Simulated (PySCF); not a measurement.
Potential energy curve for HI, singlet.

- UCCSD = PySCF with CCSD on UHF/def2-SVP, 4 core orbitals frozen, def2 effective core potentials past Kr
- UKS-TPSSh = unrestricted TPSSh/def2-SVP, def2 effective core potentials past Kr run with PySCF
- UKS-PBE0 = PySCF with unrestricted PBE0/def2-SVP, def2 effective core potentials past Kr
- UKS-wB97X-V = unrestricted wB97X-V/def2-SVP, def2 effective core potentials past Kr (PySCF)

Energies are in mEh, each relative to the lowest point of its own curve near equilibrium.

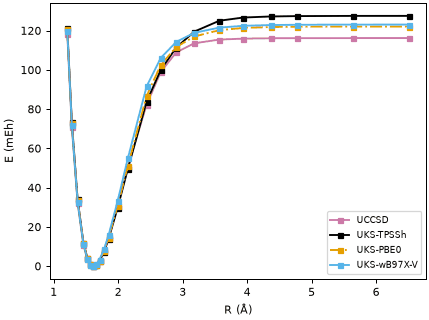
Figure: Energy against bond length for each method.

```csv
R / Å,UCCSD,UKS-TPSSh,UKS-PBE0,UKS-wB97X-V
1.21,118.2,121.2,120.7,119.7
1.28,70.8,73.4,73.0,72.1
1.37,32.1,33.9,33.6,32.8
1.46,10.8,11.9,11.7,11.2
1.52,3.6,4.2,4.1,3.7
1.57,0.7,0.9,0.9,0.7
1.61,0.0,0.0,0.0,0.0
1.66,0.8,0.5,0.6,0.8
1.71,3.1,2.5,2.8,3.2
1.78,8.2,7.3,7.7,8.6
1.85,14.9,13.8,14.3,15.7
1.99,30.6,29.6,30.6,33.0
2.15,50.4,49.6,51.2,55.0
2.44,82.2,83.8,86.6,91.5
2.66,98.9,99.9,102.5,106.1
2.90,108.9,111.3,111.6,114.2
3.18,113.5,119.5,117.0,118.8
3.57,115.4,125.0,120.2,121.5
3.94,115.9,126.6,121.3,122.4
4.37,116.1,127.2,121.8,122.8
4.78,116.1,127.4,122.0,122.9
5.64,116.2,127.5,122.0,123.0
6.51,116.2,127.5,122.1,123.0
```

At the longest distance, 6.51 Å, UKS-TPSSh lies highest above its minimum (127.5 mEh) and UCCSD lowest (116.2 mEh).

The unrestricted determinant behind UCCSD is spin-contaminated at 2.15 to 6.51 Å (<S²> up to 1.0, against 0.00 for a pure singlet). The unrestricted determinant behind UKS-TPSSh, UKS-PBE0, UKS-wB97X-V is spin-contaminated at 2.44 to 6.51 Å (<S²> up to 1.0, against 0.00 for a pure singlet).
